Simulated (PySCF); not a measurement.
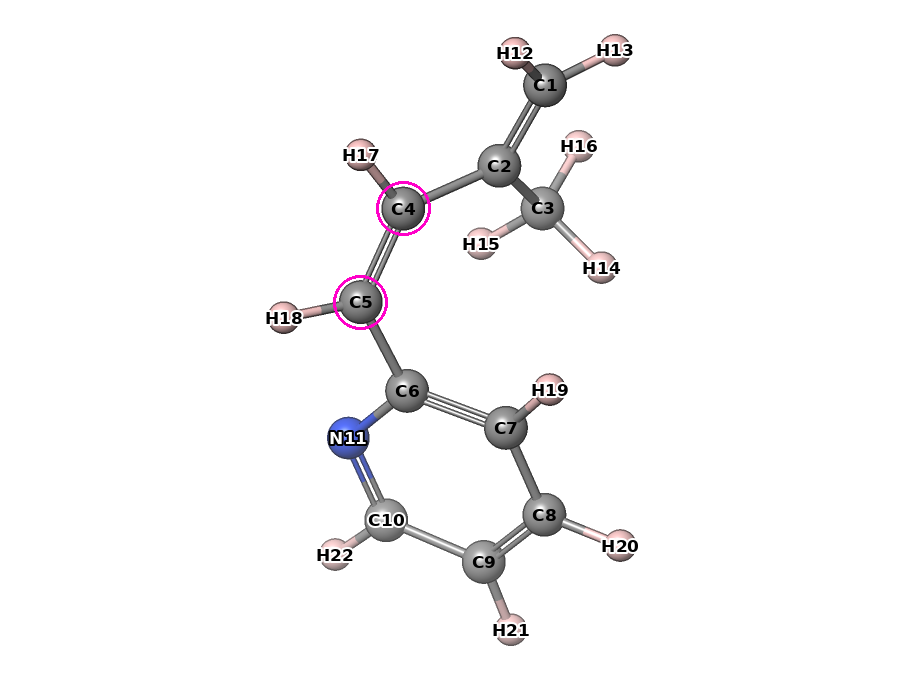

Depth is shown by fading: the farther an atom, the more it takes the colour of the background. Circles mark the stereogenic atoms. The computed structure is the end point of a GFN2-xTB optimisation. No frequency run is at hand to confirm it as a minimum.

### What are the Cahn–Ingold–Prelog descriptors?

C4=C5: Z.

### Write the isomeric SMILES.

C=C(C)/C=C\c1ccccn1
